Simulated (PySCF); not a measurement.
Molecule: Ge(Me)2(Vi)(OH), SMILES C=[CH][Ge]([CH3])([CH3])[OH]. Atoms near the plane z = 0.6 Å, at the GFN2-xTB optimised geometry (x, y, z in Å): Ge3 (0.1, -0.5, 0.0), C4 (-0.6, -1.4, 1.6), C5 (-0.5, 1.4, 0.0), O6 (1.8, -0.5, 0.0), H10 (-1.6, -1.5, 1.6), H12 (-0.1, -2.4, 1.7), H13 (-1.6, 1.5, -0.1), H14 (-0.3, 1.9, 0.9), H16 (2.3, 0.0, 0.7).

Calculation: PBE0/def2-TZVP in PySCF. The values are rescaled to run from 0 to 1.

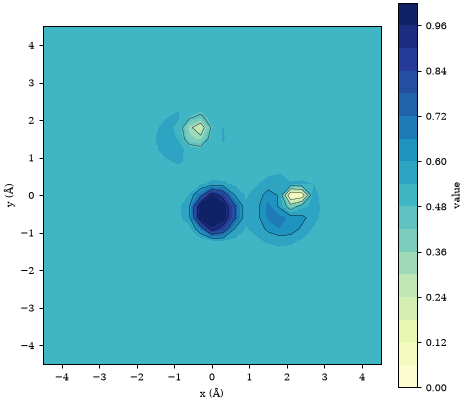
Figure. a field on the plane z = 0.6 Å.

### Question
Which quantity is mapped?
A) electron localisation function
B) deformation density (molecule minus spherical neutral atoms)
C) Laplacian of the electron density
D) electrostatic potential

### Answer
C, Laplacian of the electron density. In full: Laplacian of the electron density (e/bohr⁵), clipped to [-1.50, 1.50].
